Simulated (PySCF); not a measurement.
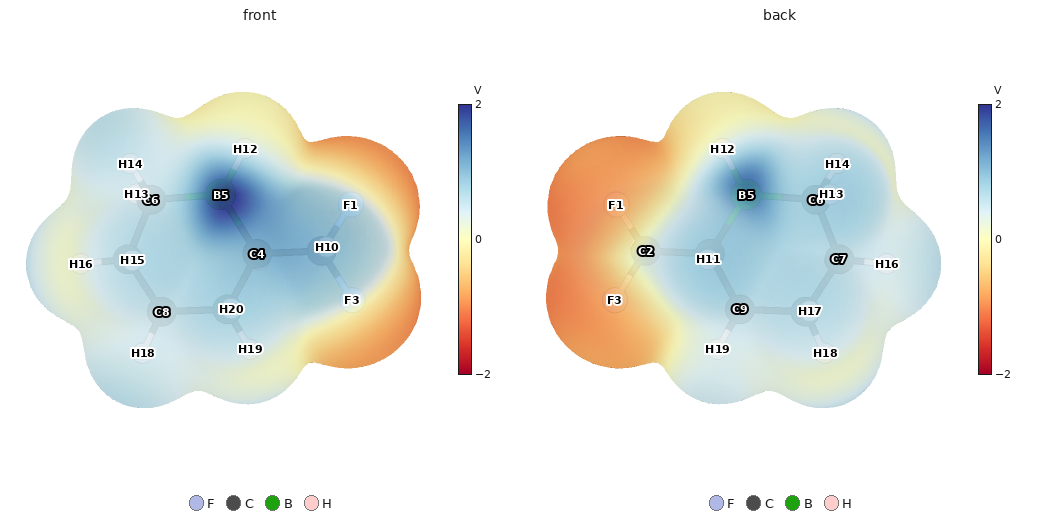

Figure 1: C$_{6}$H$_{11}$BF$_{2}$. The electrostatic potential painted on the density surface at 0.002 e/bohr³, seen from the front and from behind; red is negative and blue positive.

Geometry: GFN2-xTB.

The calculation used PBE0/pcSseg-1, SCF density, gas phase, non-relativistic (PySCF).

```
atom    x (Å)    y (Å)    z (Å)
   F   3.0518   1.3884   0.0344
   C   2.4331   0.1913   0.1983
   F   3.1770  -0.6981  -0.5178
   C   0.9938   0.2313  -0.2925
   B   0.1112   1.3815   0.3442
   C  -1.4457   1.1964   0.3121
   C  -1.9223  -0.2619   0.3383
   C  -1.0996  -1.1403  -0.5990
   C   0.3675  -1.1681  -0.1816
   H   2.5279  -0.0900   1.2585
   H   1.0544   0.4815  -1.3626
   H   0.6059   2.3619   0.7460
   H  -1.7752   1.6489  -0.6316
   H  -1.9614   1.7602   1.0919
   H  -1.8291  -0.6467   1.3565
   H  -2.9780  -0.3171   0.0627
   H  -1.1817  -0.7635  -1.6209
   H  -1.4957  -2.1577  -0.5853
   H   0.9189  -1.8732  -0.8073
   H   0.4421  -1.5141   0.8528
```

Which sites attract a positive test charge, and which a negative one?

Answer. A positive charge is drawn to the negative regions and a negative charge to the positive ones. The most negative region (about −1.1 V, or −25 kcal/mol for a unit charge) lies over F1 and F3, the most positive (about +1.8 V, or +42 kcal/mol for a unit charge) over B5.

How polar is the molecule by this calculation?

Answer. Its dipole moment is 2.69 D.
